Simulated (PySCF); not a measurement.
**UM06-L/cc-pVTZ run of PO (SMILES O=[P])**

What is the vertical ionisation energy of PO at UM06-L/cc-pVTZ? The job is set up through a Python script.

Program for the calculation: PySCF 2.14.0.

2 further runs of the same task are left out: 2 set aside as unsound or not needed. Runs told in other sessions of the task aren't counted.

## Step 1: Starting point

The species is PO (2 atoms), meant as a doublet with charge 0. As SMILES, `O=[P]`. Geometry: relaxed at GFN2-xTB.

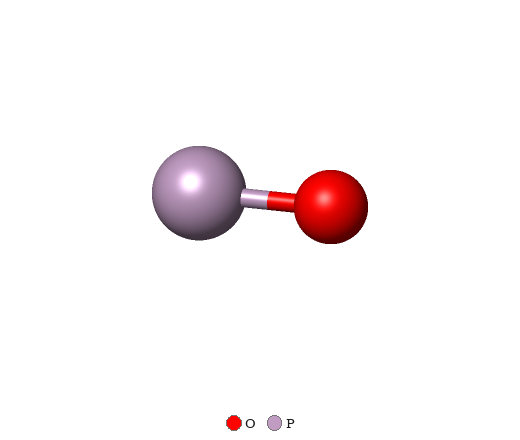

The structure, seen from a chosen angle (oxygen red, phosphorus pink).

## Step 2: The energy at UM06-L/cc-pVTZ

File calc.py:

```python
# Phosphorus monoxide
from pyscf import gto, dft

mol = gto.M(
    atom=[
    ('O', (0.000000, 0.000000, 0.000000)),
    ('P', (0.000000, 0.000000, 1.455090)),
],
    max_memory=1860,
    spin=1,
    basis='cc-pvtz',
    verbose=4,
    charge=0,
)

ks = dft.UKS(mol)
ks.xc = 'm06-l'
ks.grids.level = 5
ks.conv_tol = 1e-10
ks.kernel()
if not ks.converged:
    ks = ks.newton().run(ks.mo_coeff, ks.mo_occ)

e_final = ks.e_tot
print('Final energy', e_final)
```

On the command line:

```console
$ OMP_NUM_THREADS=1 python calc.py
```

The program printed:

```text
PySCF version 2.14.0

[INPUT] num. atoms = 2
[INPUT] num. electrons = 23
[INPUT] charge = 0
[INPUT] spin (= nelec alpha-beta = 2S) = 1
[INPUT] symmetry False subgroup None
[INPUT] Mole.unit = angstrom
[INPUT] Symbol           X                Y                Z      unit          X                Y                Z       unit  Magmom
[INPUT]  1 O      0.000000000000   0.000000000000   0.000000000000 AA    0.000000000000   0.000000000000   0.000000000000 Bohr   0.0
[INPUT]  2 P      0.000000000000   0.000000000000   1.455090000000 AA    0.000000000000   0.000000000000   2.749721586593 Bohr   0.0

nuclear repulsion = 43.6407818831825
number of shells = 18
number of NR pGTOs = 101
number of NR cGTOs = 64
basis = cc-pvtz
ecp = {}

******** <class 'pyscf.dft.uks.UKS'> ********
method = UKS
initial guess = minao
damping factor = 0
level_shift factor = 0
DIIS = <class 'pyscf.scf.diis.CDIIS'>
diis_start_cycle = 1
diis_space = 8
diis_damp = 0
SCF conv_tol = 1e-10
SCF conv_tol_grad = None
SCF max_cycles = 50
direct_scf = True
direct_scf_tol = 1e-13
number electrons alpha = 12  beta = 11
XC library pyscf.dft.libxc version 7.0.0
    S. Lehtola, C. Steigemann, M. J.T. Oliveira, and M. A.L. Marques.,  SoftwareX 7, 1–5 (2018)
XC functionals = m06-l
    Y. Zhao and D. G. Truhlar.,  Theor. Chem. Acc. 120, 215 (2008)
radial grids:
    Treutler-Ahlrichs [JCP 102, 346 (1995); DOI:10.1063/1.469408] (M4) radial grids
[... 11 lines left out ...]
[... the frontier-level lines of each cycle are left out ...]
[... 3 lines left out ...]
[... 50 lines left out ...]
converged SCF energy = -416.557604594829  <S^2> = 0.75508412  2S+1 = 2.0050777
Final energy -416.5576045948294
```

Wall time 17 s (1 thread of Arm Neoverse V1, shared host); peak memory 0.34 GiB.

## Step 3: The singlet cation at the same level

File run.py:

```python
from pyscf import gto, dft

mol = gto.Mole()
mol.atom = '''
O      0.000000     0.000000     0.000000
P      0.000000     0.000000     2.749722
'''
mol.max_memory = 1860
mol.verbose = 4
mol.basis = 'cc-pvtz'
mol.spin = 0
mol.charge = 1
mol.unit = 'bohr'
mol.build()

calc0 = dft.RKS(mol)
calc0.xc = 'm06-l'
calc0.conv_tol = 1e-10
calc0.grids.level = 5
calc0.kernel()
if not calc0.converged:
    calc0 = calc0.newton().run(calc0.mo_coeff, calc0.mo_occ)

e_final = calc0.e_tot
print('Final energy', e_final)
```

On the command line:

```console
$ OMP_NUM_THREADS=1 python run.py
```

The program printed:

```text
PySCF version 2.14.0

[INPUT] num. atoms = 2
[INPUT] num. electrons = 22
[INPUT] charge = 1
[INPUT] spin (= nelec alpha-beta = 2S) = 0
[INPUT] symmetry False subgroup None
[INPUT] Mole.unit = bohr
[INPUT] Symbol           X                Y                Z      unit          X                Y                Z       unit  Magmom
[INPUT]  1 O      0.000000000000   0.000000000000   0.000000000000 AA    0.000000000000   0.000000000000   0.000000000000 Bohr   0.0
[INPUT]  2 P      0.000000000000   0.000000000000   1.455090218765 AA    0.000000000000   0.000000000000   2.749722000000 Bohr   0.0

nuclear repulsion = 43.6407753220144
number of shells = 18
number of NR pGTOs = 101
number of NR cGTOs = 64
basis = cc-pvtz
ecp = {}

******** <class 'pyscf.dft.rks.RKS'> ********
method = RKS
initial guess = minao
damping factor = 0
level_shift factor = 0
DIIS = <class 'pyscf.scf.diis.CDIIS'>
diis_start_cycle = 1
diis_space = 8
diis_damp = 0
SCF conv_tol = 1e-10
SCF conv_tol_grad = None
SCF max_cycles = 50
direct_scf = True
direct_scf_tol = 1e-13
XC library pyscf.dft.libxc version 7.0.0
    S. Lehtola, C. Steigemann, M. J.T. Oliveira, and M. A.L. Marques.,  SoftwareX 7, 1–5 (2018)
XC functionals = m06-l
    Y. Zhao and D. G. Truhlar.,  Theor. Chem. Acc. 120, 215 (2008)
radial grids:
    Treutler-Ahlrichs [JCP 102, 346 (1995); DOI:10.1063/1.469408] (M4) radial grids

becke partition: Becke, JCP 88, 2547 (1988); DOI:10.1063/1.454033
pruning grids: <function nwchem_prune>
grids dens level: 5
symmetrized grids: False
atomic radii adjust function: <function treutler_atomic_radii_adjust>
small_rho_cutoff = 0
Set gradient conv threshold to 1e-05
Initial guess from minao.
tot grids = 86568
init E= -416.734484986959
  HOMO = -0.403098266268096  LUMO = -0.157521842749278  gap/eV = 6.68247
cycle= 1 E= -416.046373387263  delta_E= 0.688  |g|= 0.925  |ddm|= 1.39
  HOMO = -0.4979827642563  LUMO = -0.355826272922097  gap/eV = 3.86828
cycle= 2 E= -412.67242699473  delta_E= 3.37  |g|= 3.31  |ddm|= 2.03
  HOMO = -0.68486371639113  LUMO = -0.456558779142048  gap/eV = 6.21249
cycle= 3 E= -416.247808322167  delta_E= -3.58  |g|= 0.143  |ddm|= 1.69
  HOMO = -0.661831838636688  LUMO = -0.440291216021754  gap/eV = 6.02843
cycle= 4 E= -416.253058457939  delta_E= -0.00525  |g|= 0.053  |ddm|= 0.148
  HOMO = -0.665091466190216  LUMO = -0.444642345084478  gap/eV = 5.99873
cycle= 5 E= -416.253696937511  delta_E= -0.000638  |g|= 0.0049  |ddm|= 0.0361
  HOMO = -0.664931185692117  LUMO = -0.444084739556926  gap/eV = 6.00954
cycle= 6 E= -416.253702138557  delta_E= -5.2e-06  |g|= 0.000703  |ddm|= 0.0039
  HOMO = -0.66488458512622  LUMO = -0.444081060433884  gap/eV = 6.00837
cycle= 7 E= -416.253702284563  delta_E= -1.46e-07  |g|= 0.000163  |ddm|= 0.00108
  HOMO = -0.664873598253939  LUMO = -0.444072040203371  gap/eV = 6.00832
cycle= 8 E= -416.253702291001  delta_E= -6.44e-09  |g|= 3.64e-05  |ddm|= 9.72e-05
  HOMO = -0.66487095843936  LUMO = -0.44406825658139  gap/eV = 6.00835
cycle= 9 E= -416.253702291293  delta_E= -2.92e-10  |g|= 7.23e-06  |ddm|= 2.2e-05
  HOMO = -0.664871182437366  LUMO = -0.444068150249099  gap/eV = 6.00836
cycle= 10 E= -416.253702291304  delta_E= -1.08e-11  |g|= 5.74e-07  |ddm|= 3.1e-06
  HOMO = -0.664871110198339  LUMO = -0.444068037206472  gap/eV = 6.00836
Extra cycle  E= -416.253702291304  delta_E= -5.68e-14  |g|= 1.56e-06  |ddm|= 1.23e-06
converged SCF energy = -416.253702291304
Final energy -416.2537022913037
```

It took 7.5 s on 1 thread of Arm Neoverse V1, shared host; peak memory 0.33 GiB.

## Step 4: Summary of results

Level: UM06-L/cc-pVTZ.

| quantity | value |
| --- | --- |
| doublet PO: total energy | -416.55760 Eh |
| doublet PO: dipole moment | 1.81 D |
| doublet PO: HOMO energy (highest over α and β) | -4.44 eV |
| doublet PO: LUMO energy (lowest over α and β) | -3.92 eV |
| doublet PO: ⟨S²⟩ | 0.755 |
| singlet cation: total energy | -416.25370 Eh |
| singlet cation: HOMO energy | -18.09 eV |
| singlet cation: LUMO energy | -12.08 eV |
| singlet cation: HOMO–LUMO gap | 6.01 eV |
| vertical ionisation energy (to the singlet cation) | 8.270 eV |

The vertical ionisation energy comes to 8.27 eV (191 kcal/mol).
